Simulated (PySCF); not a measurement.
**C3H7FOSi (SMILES C=C(CF)O[SiH3]): density, localisation and related maps**

```xyz
13

C    -0.7028   -1.9542    0.4462
C    -0.2862   -0.7387    0.0934
C    -0.7340   -0.0394   -1.1588
F    -1.5855   -0.8074   -1.8918
O     0.5907   -0.0384    0.8522
Si    1.2386    1.5010    0.7889
H    -0.3463   -2.4195    1.3662
H    -1.4032   -2.4853   -0.1964
H    -1.2408    0.9087   -0.8934
H     0.1479    0.2145   -1.7768
H     1.9847    1.7153   -0.4882
H     2.1635    1.5910    1.9471
H     0.1655    2.5354    0.8960
```

Geometry: PBE0-D3(BJ)/def2-SVP.

These are results of PySCF, PBE0/pcSseg-1, SCF density, gas phase, non-relativistic, not measurements.

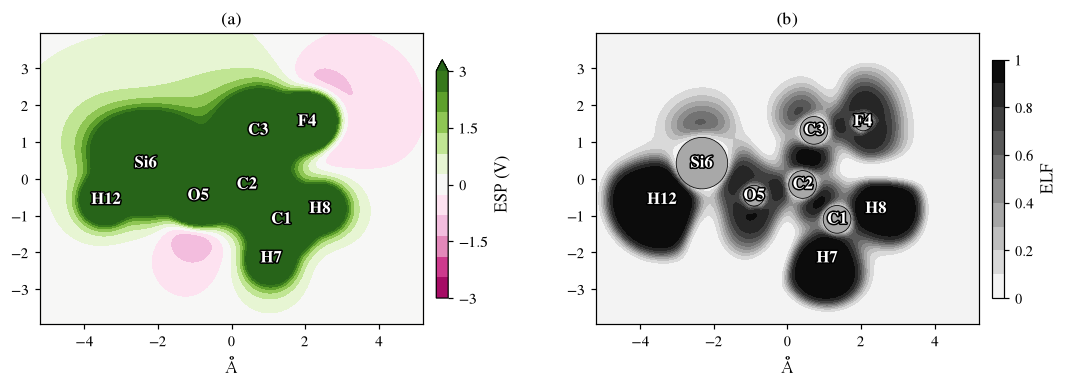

Figure 1. (a) molecular electrostatic potential; (b) ELF on the plane of atoms C2, C1 and H7. Grey discs cover the atomic cores in the ELF map.

Q: What does the map show?

A: Atoms in the plane: C, F, O, Si and H.
C–C (1.33 Å): the ELF peaks at about 0.95 between the atoms (a multiple bond).
C–O (1.35 Å): the ELF peaks at about 0.90 between the atoms; a shared but strongly polarised pair.
C–F (1.36 Å): the ELF peaks at about 0.85 between the atoms: a shared but strongly polarised pair.
Si–O (1.67 Å): the ELF peaks at about 0.85 between the atoms: a shared but strongly polarised pair.
C–H (1.09 Å): the ELF climbs to about 1 towards the hydrogen, as it does in any bond to H: an ordinary covalent bond to hydrogen.
The ELF also peaks beside O5 and F4, away from the bonds: lone-pair regions.
Outside the dense part of the molecule the potential is most negative (−1.3 V) near O5.

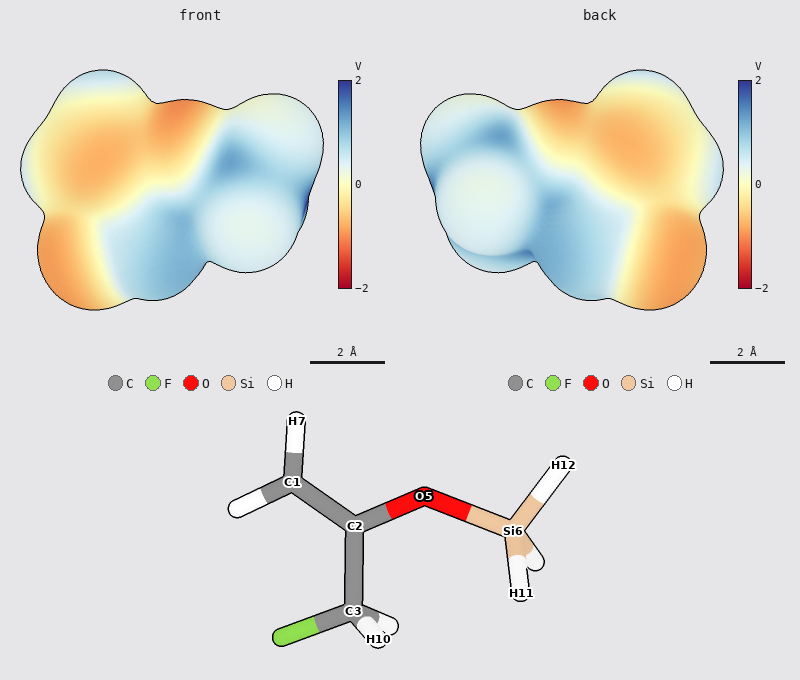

Figure 2. The electrostatic potential painted on the density surface at 0.002 e/bohr³, seen from the front and from behind; red is negative and blue positive. The bare structure is drawn below in the same view.

Q: Which sites attract a positive test charge, and which a negative one?

A: A positive charge is drawn to the negative regions and a negative charge to the positive ones. The most negative region (about −1.0 V, or −23 kcal/mol for a unit charge) lies over O5, the most positive (about +1.9 V, or +44 kcal/mol for a unit charge) over Si6.

Q: How polar is the molecule by this calculation?

A: Its dipole moment is 2.07 D.
